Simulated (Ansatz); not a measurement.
Formation energy of the bound charge states of N vacancy (broken-bond start) in zinc-blende BN (start: the N site; a neighbour pushed 0.95 Å away from the vacancy; 64-site cell, 2×2×2 shifted sampling) against the Fermi level, B-rich (Δμ(N) = -2.35 eV; only phases computed here count, gases as isolated molecules at 0 K). Method: PBE, PAW (plane waves to 420 eV; Ansatz, a first-principles code).

Cell and caveats: 64-site cell; 2×2×2 shifted k-points; host gap 4.46 eV; charged states image-corrected; finite-size errors of tenths of an eV.

Left out: charge +2 (level within 0.1 eV of a band edge or past it).

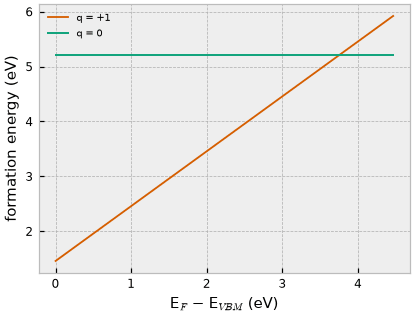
*Formation energy of each charge state against the Fermi level*

Crossings of the lowest lines: (+1/0) at 3.75 eV. At the valence-band maximum: q = +1: 1.46 eV; q = 0: 5.21 eV.
